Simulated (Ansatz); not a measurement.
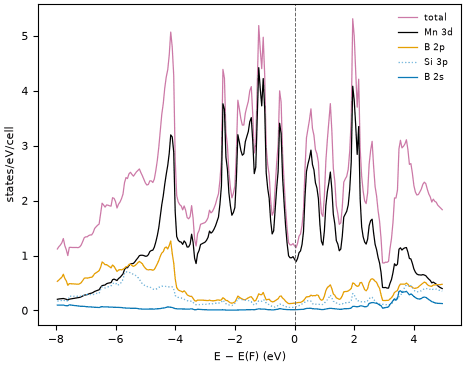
Figure: Total and projected density of states of Mn$_{2}$SiB$_{2}$ in space group Cmmm (No. 65; Si on 2a, Mn on 4j, B on 4i), DFT-r²SCAN in the program Ansatz with PAW potentials

Q: Which orbitals carry the states next to the Fermi level?

A: Within 0.5 eV of the Fermi level: Mn 3d 81 %, B 2p 9 %. Projections are on Löwdin-orthogonalised atomic valence shells; empty p or d shells of many metals are not among them.

Q: Where is the tallest occupied peak in this window, and what makes it?

A: Near -1.2 eV, about 5.2 states/eV per cell; the largest projected share is Mn 3d.

The start of the workflow was typed in or built on a structure type; neither database checked (COD, Materials Project) lists it. Whether it is the stable phase at ambient conditions was not checked. Symmetry was held in the r²SCAN relaxation, as lowered by the spin order; its stability against distortions is not shown here. Spin order of the final state: antiferromagnetic, chosen from 2 collinear starts compared on coarse meshes (ties went to the first, and starts can fall back to one state), not a proven ground state. Other orbital occupations within this spin state were not tried.

Potentials: the later of the program's two PAW sets.
